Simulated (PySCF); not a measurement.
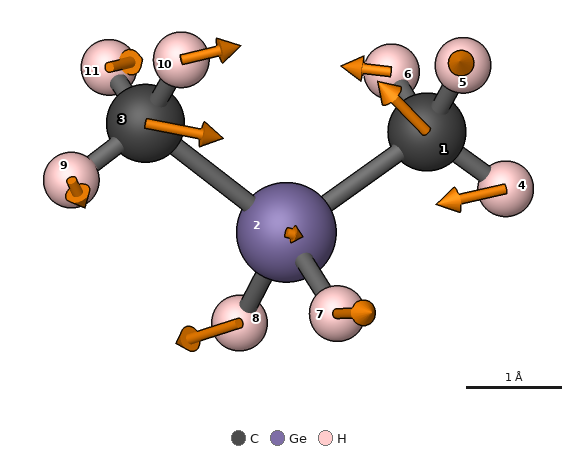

This is a relaxation of C2H8Ge. The starting structure is drawn; orange arrows show the displacements, 20 times their true length. The two geometries are superimposed by the best rigid fit.

A ball-and-stick model, seen at a tilt.

The start comes from GFN2-xTB. Its atoms were then displaced at random by about 0.01 Å.

Level of theory: PBE0-D3(BJ)/def2-SVP geometry optimisation, gas phase in PySCF. 

> What happened in the run?

After 5 geometry steps the energy has fallen by 2.13 kcal/mol. H8 moves most after the best rigid fit: 0.051 Å. By element the largest moves are H 0.051 Å, C 0.043 Å, Ge 0.010 Å. Near-neighbour distances that change, for instance: Ge2–H8 1.502 → 1.545 Å, Ge2–H7 1.507 → 1.545 Å, C3–H11 1.070 → 1.100 Å, Ge2–C3 1.983 → 1.954 Å. Bond angles that change, for instance: H5–C1–H6 105.2° → 108.3°, Ge2–C1–H4 114.1° → 111.0°, H7–Ge2–H8 105.9° → 108.0°.
